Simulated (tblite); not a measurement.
# C6H13GaGe: the cost of one run

Programs: tblite 0.8.0 and PySCF 2.14.0, with density-fitted response routines of our own. Each step states its level of theory. These are calculated values for one molecule in the gas phase, unless marked as measured. Atoms are numbered from 0 throughout.

## 1. The starting structure

21 atoms, charge 0, multiplicity 1; geometry from: force field or distance geometry start.

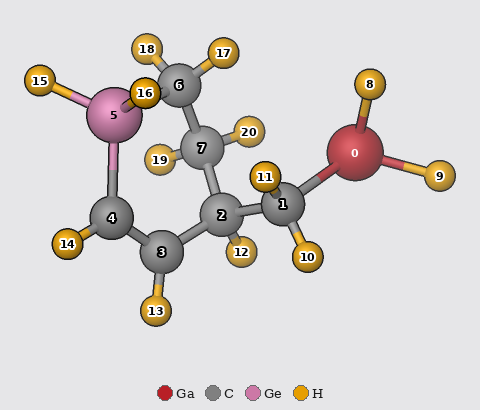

The starting geometry (gallium red, carbon grey, germanium pink, hydrogen amber), atoms numbered.

## 2. Geometry optimisation with GFN2-xTB

What the job is given:

```
{"job": {"kind": "relax", "xc": "GFN2-xTB", "basis": "xTB"}, "charge": 0, "multiplicity": 1}
Ga     2.564800     1.057700    -0.146800
C      1.408200    -0.317500     0.787100
C      0.542600    -0.814900    -0.337700
C     -0.401000    -1.845200     0.135200
C     -1.590300    -1.547700     0.671300
Ge    -2.153800     0.292200     0.805100
C     -0.956500     1.245100    -0.433500
C     -0.067200     0.296000    -1.133400
H      2.282000     2.322700     0.857100
H      4.190900     1.124900     0.093400
H      2.110800    -1.124300     1.093000
H      0.797300     0.036800     1.641000
H      1.223900    -1.337500    -1.022000
H     -0.164300    -2.925600     0.099900
H     -2.292800    -2.284800     1.027500
H     -3.635100     0.494300     0.416500
H     -1.951200     0.809000     2.248300
H     -0.425500     2.058900     0.099700
H     -1.627900     1.734800    -1.170900
H     -0.624800    -0.129500    -1.990800
H      0.761100     0.871600    -1.585600
```

Command:

```bash
$ OMP_NUM_THREADS=1 python probes_run.py task.json out
```

The driver reads the jobs from task.json and runs them one after another.

Q: Estimate the wall time and peak memory of this first job on 1 thread of Arm Neoverse V1, shared host.

About 1 s, with a peak of 0.18 GiB.
